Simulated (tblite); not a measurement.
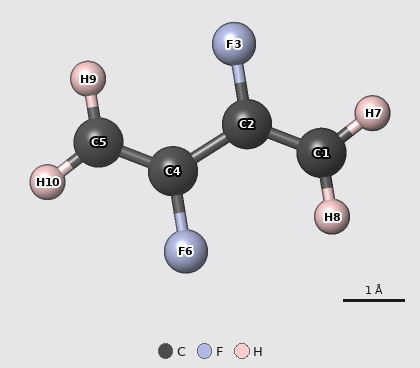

Fig. 1: The structure (ball-and-stick view, seen on its broad side; atoms are numbered from 1 in the order of the input).

**Relaxed scan of C₄H₄F₂**

- system: C₄H₄F₂, SMILES C=C(F)C(=C)F
- method: GFN2-xTB relaxed scan under a harmonic restraint, gas phase (tblite 0.8.0)

Input file:
```
{"job": {"xc": "GFN2-xTB", "basis": "xTB", "coordinate": [["t", [0, 1, 3, 4], 0.25], ["t", [0, 1, 3, 5], 0.25], ["t", [2, 1, 3, 4], 0.25], ["t", [2, 1, 3, 5], 0.25]], "kind": "drive"}, "charge": 0, "multiplicity": 1}
C      1.797690    -0.383826     0.254374
C      0.681391     0.253243    -0.071306
F      0.735368     1.500941    -0.586490
C     -0.679651    -0.253471     0.065066
C     -1.795816     0.385274    -0.257801
F     -0.733944    -1.502225     0.577585
H      2.759057     0.075772     0.116501
H      1.758208    -1.375452     0.663923
H     -1.755919     1.377872    -0.664933
H     -2.757501    -0.073474    -0.119447
```

The first line tells a small driver script what to run in tblite; the rest is the geometry in Å.

Run as:
```bash
OMP_NUM_THREADS=1 python <driver script> task.json out
```

What the program printed:
```
point  coordinate     E/eV
  0    104.500     -544.46093
  1    119.300     -544.41530
  2    134.200     -544.34893
  3    149.200     -544.27969
  4    164.500     -544.22548
  5    179.700     -544.19826
  6    194.900     -544.20015
  7    210.100     -544.22482
  8    225.100     -544.25828
  9    240.000     -544.28488
 10    254.900     -544.29803
 11    269.900     -544.30134
```

Results in brief:

```csv
quantity,value
outcome,converged
hardware,"1 CPU thread, shared host"
wall time,0.79 s
peak memory,0.19 GiB
```
